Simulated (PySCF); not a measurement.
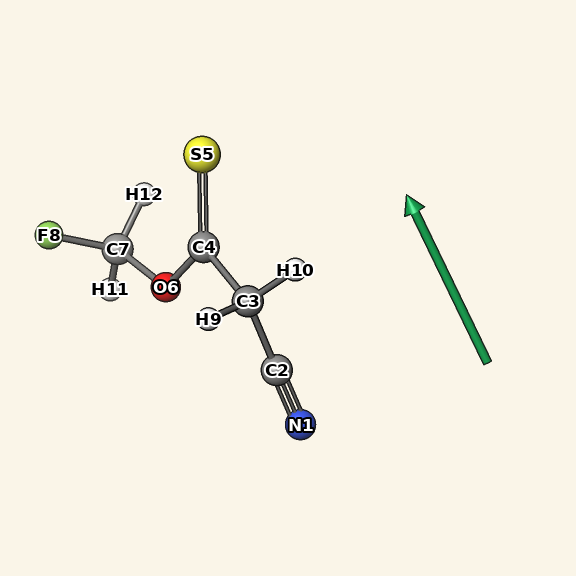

The arrow beside the molecule shows the direction of the dipole moment, from the negative to the positive end (its length means nothing). The geometry was computed by an optimisation with PBE0-D3(BJ)/def2-SVP. No frequency run is at hand to confirm it as a minimum. Level of theory: PBE0/pcSseg-1 in cyclohexane (IEF-PCM) (PySCF 2.14.0).

### Estimate the dipole moment.

1.70 D; it points from the side of N1 to the side of S5 (the outermost atoms at the two ends).
